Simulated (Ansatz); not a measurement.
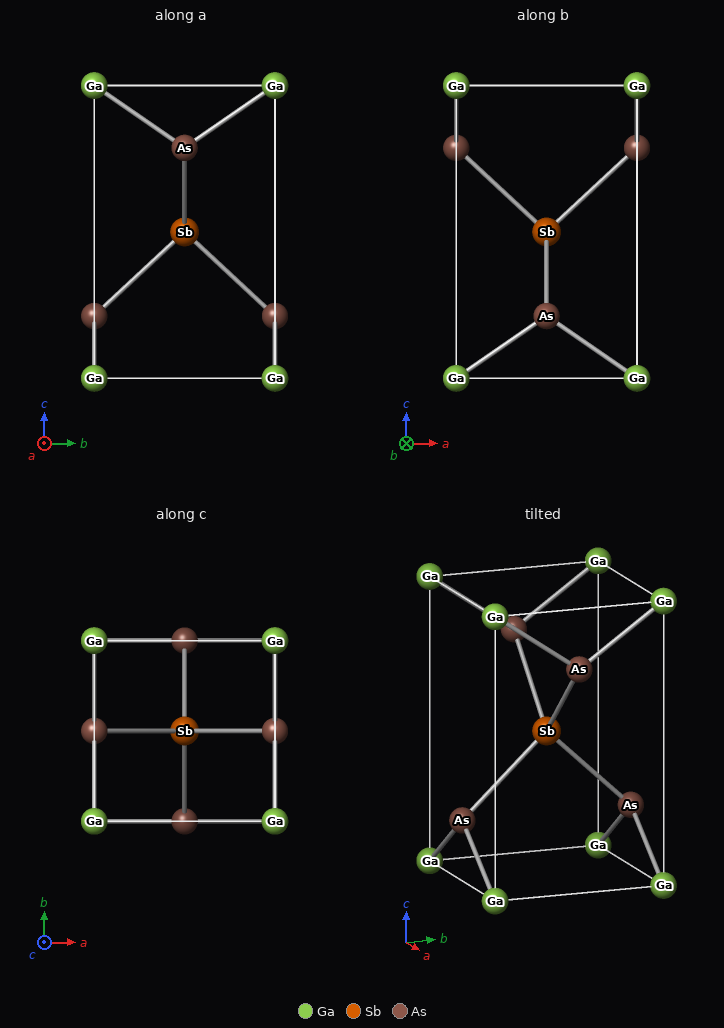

Crystal structure, ball-and-stick style, seen along the a axis, along the b axis, along the c axis and slightly off an axis. The outline marks the conventional unit cell.

Lattice parameters: a = 4.070 Å, b = 4.070 Å, c = 6.594 Å, α = 90.00°, β = 90.00°, γ = 90.00°. Put a along x and b in the xy plane.

Q: Transcribe the picture into a POSCAR file, with free fractional coordinates to two decimals.

A:
```
Ga Sb As
1.0
     4.070    0.000    0.000
     0.000    4.070    0.000
     0.000    0.000    6.594
Ga Sb As
1 1 2
Direct
  0.00 0.00 0.00
  0.50 0.50 0.50
  0.00 0.50 0.79
  0.50 0.00 0.21
```

The starting point was a structure type filled with these elements by a generator (whether the compound takes this form wasn't checked). Earlier steps of the study may have refined or changed the cell and positions. A calculation with Ansatz used it as input.
